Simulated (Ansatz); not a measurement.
```yaml
atoms:
  - { symbol: C, position_ang: [-1.8999, -0.4073, 0.4761] }
  - { symbol: C, position_ang: [-0.8964, 0.4471, 0.1568] }
  - { symbol: C, position_ang: [-0.0304, -0.5996, -0.5031] }
  - { symbol: C, position_ang: [-1.1764, -1.6060, -0.1450] }
  - { symbol: B, position_ang: [-3.2441, -0.2152, 1.1914] }
  - { symbol: Cl, position_ang: [-3.7534, 1.3728, 1.7892] }
  - { symbol: F, position_ang: [-4.0713, -1.2318, 1.3865] }
  - { symbol: H, position_ang: [-0.7669, 1.5210, 0.3231] }
  - { symbol: H, position_ang: [0.1529, -0.4540, -1.5813] }
  - { symbol: H, position_ang: [0.9395, -0.7917, -0.0133] }
  - { symbol: H, position_ang: [-1.6806, -2.0656, -1.0103] }
  - { symbol: H, position_ang: [-0.8929, -2.4040, 0.5600] }
```

Geometry: B3LYP-D3(BJ)/def2-SVP.

Theory: isolated molecule in a Gaussian basis; Kohn-Sham density functional theory, functional PBE0 in Ansatz 0.2.0.

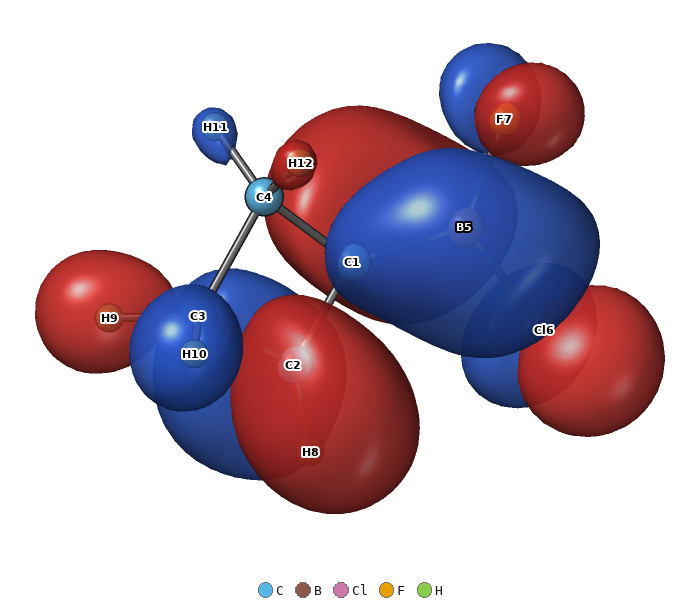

C$_{4}$H$_{5}$BClF. One frontier orbital at ±0.06 Å⁻³ᐟ² (red and blue are the two phases), seen at a tilt.

Q: Which orbital is it: HOMO or LUMO?

A: The LUMO, at −1.82 eV. It lies mainly on B5 (about 30 %), C2 (about 25 %), C1 (about 15 %), Cl6 (about 10 %) and F7 (about 5 %).
